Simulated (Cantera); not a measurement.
A closed system holds: 1 mol FeS2, 14 mol H2, 1.5 mol H2O, held at 5.90 bar.

Cantera equilibrium calculation (NASA polynomials, part measured and part estimated; ideal gas, pure solids and liquids). Candidate condensed phases: Fe, FeO, Fe(OH)2, Fe(OH)3, FeS, FeSO4, FeS2, Fe2O3, Fe2(SO4)3, Fe3O4, H2O, H2SO4, S; 22 gas species. FeS: taken at fixed stoichiometry. Gases not in the tables: S3 to S7. Equilibrium is a limit: real reactors are often held back by kinetics, nucleation or transport.

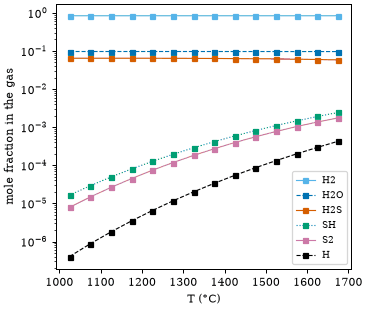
Figure: Equilibrium gas composition (values under 1e-9 drawn at 1e-9)

### Question
Read off the mole fractions at 1175 °C.

### Answer
H2 about 0.84, H2O about 0.097, H2S about 0.064, SH about 8.0e-5, S2 about 4.5e-5, H about 3.5e-6.
